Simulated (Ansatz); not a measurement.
# H7NSi2···H2S: what the fields show

```yaml
atoms:
  - { symbol: Si, position_ang: [-0.4216, 0.4802, -0.7952] }
  - { symbol: Si, position_ang: [0.0499, -1.4296, 0.5127] }
  - { symbol: H, position_ang: [0.8687, 1.2650, -0.9832] }
  - { symbol: H, position_ang: [-1.3930, 1.4129, -0.1257] }
  - { symbol: N, position_ang: [-1.2068, -0.0968, -2.2552] }
  - { symbol: H, position_ang: [1.5348, 0.6416, 2.9461] }
  - { symbol: S, position_ang: [0.7412, 1.6351, 2.4589] }
  - { symbol: H, position_ang: [1.4512, -1.4144, 1.0701] }
  - { symbol: H, position_ang: [-0.9154, -1.5930, 1.6568] }
  - { symbol: H, position_ang: [-0.0614, -2.6626, -0.3553] }
  - { symbol: H, position_ang: [-1.5933, 0.5972, -2.9026] }
  - { symbol: H, position_ang: [-0.7478, -0.8427, -2.7855] }
  - { symbol: H, position_ang: [1.6935, 2.0072, 1.5582] }
```

These are results of RKS PBE/def2-SVP in Ansatz 0.2.0, not measurements.

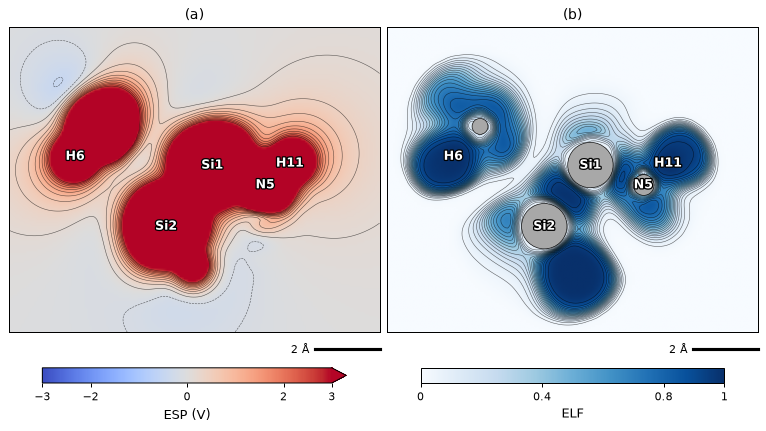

Figure 1. (a) molecular electrostatic potential; (b) electron localisation function on the plane of atoms Si2, Si1 and N5. Grey discs cover the atomic cores in the ELF map.

What does the map show?

Answer.
- The plane passes through Si, N and H nuclei.
- Si–N (1.76 Å): the ELF peaks at about 0.90 between the atoms: a polar covalent bond.
- Si–Si (2.36 Å): the ELF peaks at about 1 between the atoms, as expected for localised, covalent bonding.
- N–H (1.02 Å): the ELF climbs to about 1 towards the hydrogen, as it does in any bond to H (a covalent bond by its length).
- Outside the dense part of the complex the potential is most negative (−0.4 V) near S7, which lies off the plane.

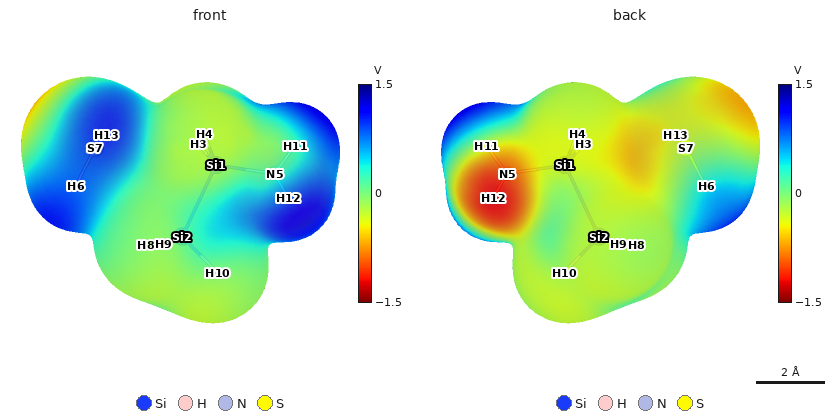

Figure 2. The molecular electrostatic potential painted on the density surface at 0.001 e/bohr³, seen from the front and from behind; red is negative and blue positive.

Where is the surface potential most negative and most positive?

Answer. The most negative region (about −1.2 V, or −28 kcal/mol for a unit charge) lies over N5, the most positive (about +1.2 V, or +28 kcal/mol for a unit charge) over H11 and H12. N5 is the likeliest acceptor of a hydrogen bond.

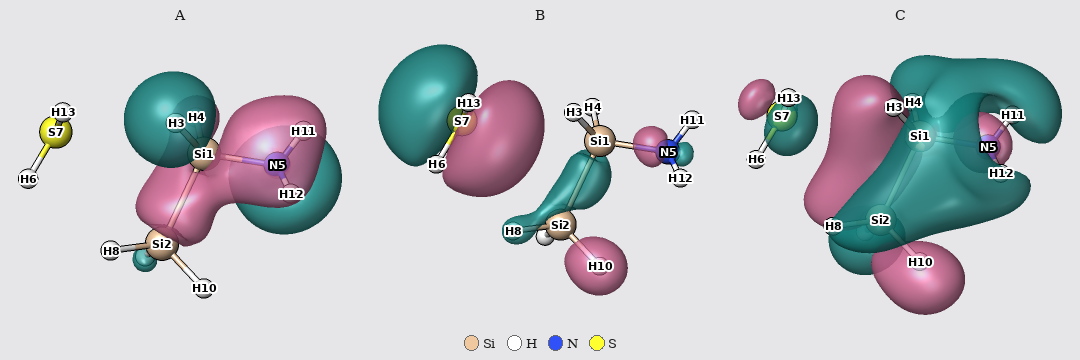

Figure 3. Three frontier orbitals at ±0.06 Å⁻³ᐟ² (teal and pink are the two phases), in no order.

Which picture is the HOMO−1, the HOMO and the LUMO?

Answer. B is the HOMO−1 (−6.14 eV). By Hirshfeld shares it lies mainly on S7 (about 85 %); largely a lone pair of S7. A is the HOMO (−5.61 eV). It lies mainly on N5 (about 60 %) and H3 (about 10 %). C is the LUMO (−0.45 eV). It lies mainly on Si1 (about 30 %), Si2 (about 25 %), N5 (about 10 %) and H10 (about 5 %).

What is the HOMO–LUMO gap?

Answer. 5.16 eV between the orbital energies.
